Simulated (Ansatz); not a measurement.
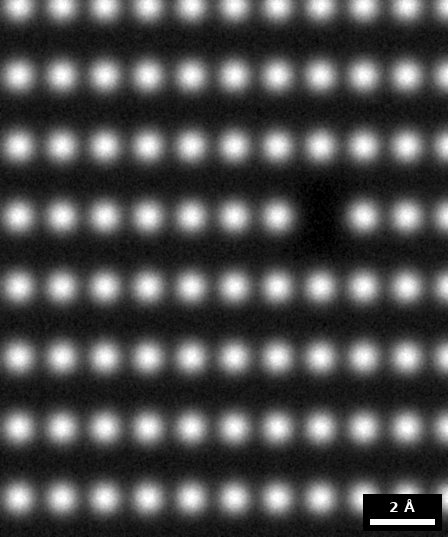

HAADF-like image of Ir (Fm-3m, No. 225) along [211]. Simulated incoherent Z contrast: every atom adds Z^1.7 spread by a probe of 0.66 Å full width; channelling and multiple scattering are left out. The probe carries 25 % of its weight in a tail 2.5 times as wide. The display is stretched by a gamma of 0.65; percentages refer to the linear signal. Shot noise was added.

The sample is 1 repeat (4.7 Å) thick. One point defect was put into the perfect crystal, without relaxing the atoms around it. Brightness is counted from the darkest point of the image. Host structure: the geometry given to an electronic-structure calculation, possibly off equilibrium.

Question: Where is the defect (in Å from the left and the top edge), and what does its contrast suggest?

Answer: At about 10 Å from the left and 7 Å from the top. The column has all but vanished there, which points to a vacancy or a much lighter atom. The column holds 1 atom (Ir) through the sample, and one Ir atom is missing, so its peak vanishes.
